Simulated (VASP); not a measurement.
Band structure of ZrN (rock salt). Level of theory: rev-vdW-DF2, VASP's PBE PAW potentials (set 64) (plane waves; VASP 6.6.1).

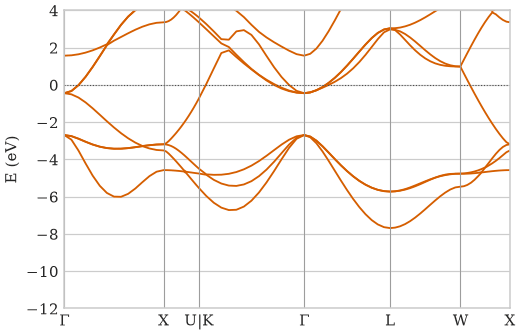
Figure: Bands along high-symmetry lines, zero at the valence-band maximum or, without a gap, the Fermi level

Read the plot: is there a gap, and where are the band edges?

It has no gap at this level: it comes out as a metal or semimetal. (Edges off the drawn lines would not show.)

The compound is ZrN in the rock salt structure. The cell was not relaxed at this level. The electron count is odd and the run is not spin-polarised, which forces a metal.
